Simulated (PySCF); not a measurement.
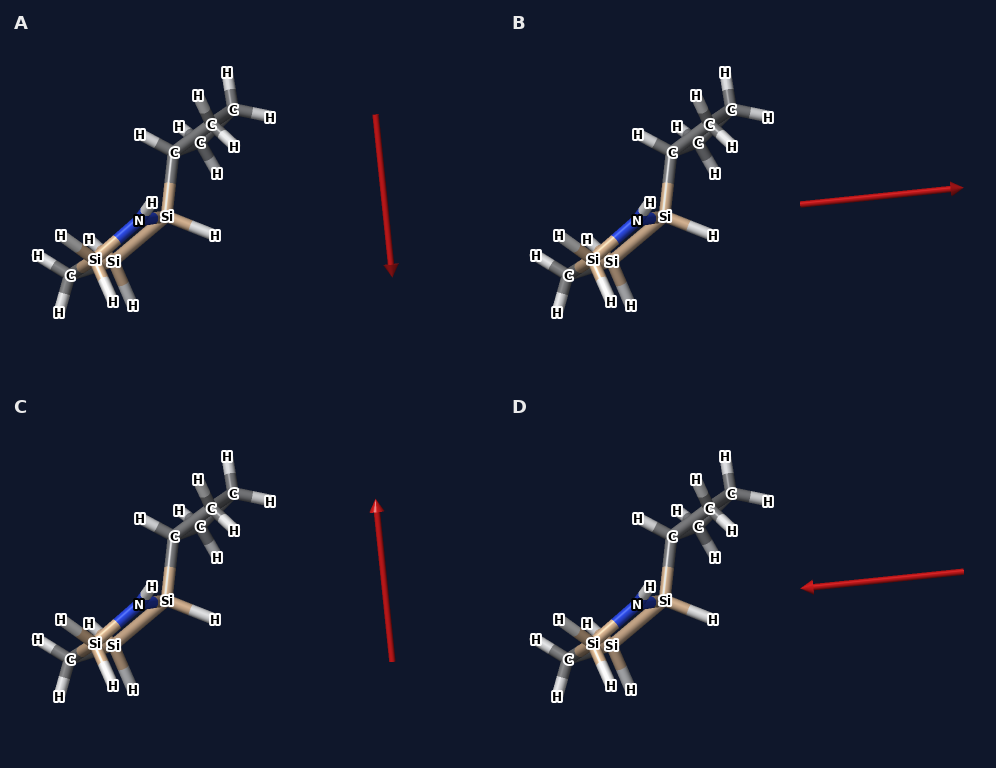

The same molecule four times, each with an arrow. The computed structure is the end point of a GFN2-xTB optimisation. No frequency run is at hand to confirm it as a minimum. Method: PBE0/pcSseg-1, gas phase (PySCF 2.14.0).

### Which arrow points along the dipole moment, from the negative to the positive end?

C. The dipole moment is 1.00 D.

The geometry is semi-empirical. Around Si such bond lengths and angles can be off by a tenth of an ångström or more and by several degrees, and values that hang on the shape move with them.
